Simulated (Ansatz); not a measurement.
**ZrHF2: one candidate of a structure search, part 1 of 2**

Aim: relax a trial structure of ZrHF2 and see where it ends.

Method: DFT PBE, scalar-relativistic, plane waves, PAW, in Ansatz 0.2.0.

### Step 1. The system as given

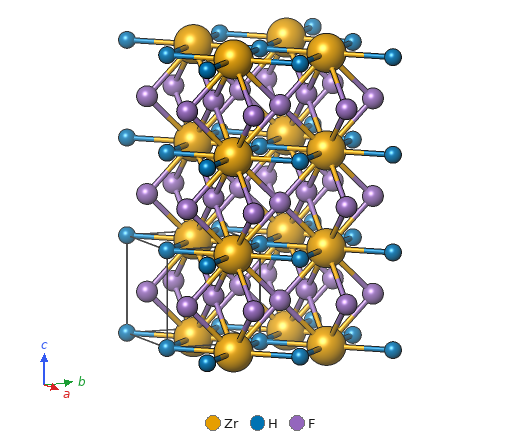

The starting structure, seen slightly off an axis (zirconium amber, hydrogen blue, fluorine purple). 2×2×3 cells are drawn. Atoms on the faces are drawn again on the opposite ones.

Coordinates:

```xyz
4
Lattice="3.4079 0.0000 0.0000 0.0000 3.4079 0.0000 0.0000 0.0000 3.3340" Properties=species:S:1:pos:R:3 pbc="T T T"
Zr    1.7040    1.7040    0.0000
H     0.0000    0.0000    0.0000
F     0.0000    1.7040    1.6670
F     1.7040    0.0000    1.6670
```

The cell is invented: species swapped into a database cell of TiAgHg2 (P4/mmm, No. 123), with Zr on the Ti sites, H on the Ag sites and F on the Hg sites. The dimensions are guesses.

### Step 2. Probe: one point on a coarse mesh

The input, input.yaml:

```yaml
crystal:
  lattice:
    - [3.40791136, 0.0, 0.0]
    - [0.0, 3.40791136, 0.0]
    - [0.0, 0.0, 3.33400472]
  atoms:
    - { symbol: Zr, position: [0.5, 0.5, 0.0] }
    - { symbol: H, position: [0.0, 0.0, 0.0] }
    - { symbol: F, position: [0.0, 0.5, 0.5] }
    - { symbol: F, position: [0.5, 0.0, 0.5] }
basis:
  ecutwfc: 420
kpoints:
  mp_grid: { grid: [6, 6, 6] }
hamiltonian:
  xc: pbe
scf:
  occupations: { method: gaussian, width: 0.1 }
  lower_state_search: "off"
output:
  forces: true
  stress: true
  eigenvalues: true
```

Command:

```
$ ansatz run input.yaml --threads 1 --pin off --max-ram 2560MiB --backend cpu --events-out ev --progress --plain --runs-dir out
```

Log (excerpt; [...] marks lines left out):

```text
[...]
SCF converged after 6 iterations
Free energy (F): -5818.126590 eV
[...]
E sigma→0 (E₀):  -5818.123093 eV
Entropy (-TS):   -0.006993 eV (-1.748 meV/atom)
Fermi energy:    12.973159 eV
[...]
--- Forces (eV/Å), atoms counted from 1 ---
  atom   1  Zr     0.00000000     0.00000000     0.00000000
  atom   2  H     -0.00000000    -0.00000000     0.00000000
  atom   3  F      0.00000000    -0.00000000     0.00000000
  atom   4  F      0.00000000     0.00000000     0.00000000
[...]
--- Stress (GPa, compression-positive) ---
       -7.067470       0.000000       0.000000
        0.000000      -7.067470       0.000000
        0.000000       0.000000       9.153025
  P = ⅓ Tr σ = -1.6606 GPa (-16.606 kbar)
--- Band table (eV; the first three rows and the last of 40) ---
  k-point 0: bands = ["-38.4554", "-16.3782", "-16.2219", "-16.2219", "-13.6647", "-12.3095", "4.6461", "4.6461", "5.1430", "5.9327", "7.1351", "7.3380", "7.3380", "11.6972", "12.0770", "13.9613", "13.9613", "14.1963"]
[...]
```

Run time: 4.2 s. Hardware: 1 thread of Intel Xeon at 2.50GHz (Skylake/Cascade Lake), shared host; peak memory 0.34 GiB.

The probe gives pressure -1.7 GPa, largest force 0.00 eV/Å, gap on this mesh none (metal). The relaxation goes to the converged mesh at once.

### Step 3. Spin check on a coarse mesh

Changes to input.yaml since step 2:

```diff
@@ -6,3 +6,3 @@
   atoms:
-    - { symbol: Zr, position: [0.5, 0.5, 0.0] }
+    - { symbol: Zr, position: [0.5, 0.5, 0.0], spin: 1.0 }
     - { symbol: H, position: [0.0, 0.0, 0.0] }
@@ -23 +23,4 @@
   eigenvalues: true
+  populations: true
+magnetization:
+  spin_polarized: true
```

Command:

```
$ ansatz run input.yaml --threads 1 --pin off --max-ram 2560MiB --backend cpu --events-out ev --progress --plain --runs-dir out
```

Log (excerpt; [...] marks lines left out):

```text
[...]
SCF converged after 18 iterations
Magnetization: -0.0000 μB (13.5000 up, 13.5000 down)
Absolute magnetization: 0.0000 μB (∫|ρ↑−ρ↓|, with the PAW one-centre terms)
Spin contamination: 0.0000 ħ² per cell (⟨S²⟩ above its minimum at these occupations)
Per-site moments (μB) at R_I (Å): [(-2.756781929363675e-6, 0.9833053339304337), (-6.399616306091487e-8, 0.9833053339304337), (-3.1825947943814225e-7, 0.9833053339304337), (-3.1825947980688545e-7, 0.9833053339304337)]
Free energy (F): -5818.126590 eV
[...]
E sigma→0 (E₀):  -5818.123093 eV
Entropy (-TS):   -0.006994 eV (-1.748 meV/atom)
Fermi energy:    12.973173 eV
[...]
--- Forces (eV/Å), atoms counted from 1 ---
  atom   1  Zr     0.00000000     0.00000000     0.00000000
  atom   2  H     -0.00000000     0.00000000     0.00000000
  atom   3  F      0.00000000     0.00000000     0.00000000
  atom   4  F      0.00000000     0.00000000     0.00000000
[...]
--- Stress (GPa, compression-positive) ---
       -7.067439       0.000000       0.000000
        0.000000      -7.067439       0.000000
        0.000000       0.000000       9.153704
  P = ⅓ Tr σ = -1.6604 GPa (-16.604 kbar)
--- Band table (eV; the first three rows and the last of 80) ---
  k-point 0 ↑: bands = ["-38.4554", "-16.3782", "-16.2219", "-16.2219", "-13.6647", "-12.3095", "4.6461", "4.6461", "5.1430", "5.9327", "7.1351", "7.3380", "7.3380", "11.6972", "12.0770", "13.9613", "13.9613", "14.1963"]
[...]
--- Löwdin populations: 4 sites ---
  site symbol       q [e]    m [muB]
     0     Zr     10.8319    -0.0000
     1      H      1.2125     0.0000
     2      F      7.4345    -0.0000
     3      F      7.4345    -0.0000
  spilling = 0.003210 (of n_electrons = 27.000000)
```

Run time: 16 s. Hardware: 1 thread of Intel Xeon at 2.50GHz (Skylake/Cascade Lake), shared host; peak memory 0.36 GiB.

By site:

| atom | Löwdin electrons |
| --- | --- |
| Zr1 | 10.83 |
| H2 | 1.21 |
| F3 | 7.43 |
| F4 | 7.43 |

The same cell is solved with trial moments on Zr. The largest site moment that stays is 0.00 μB and the cell's total 0.00 μB. The workflow keeps spin only above 0.25 μB on a site, so the next run goes without spin.

(Continued in part 2 of 2.)
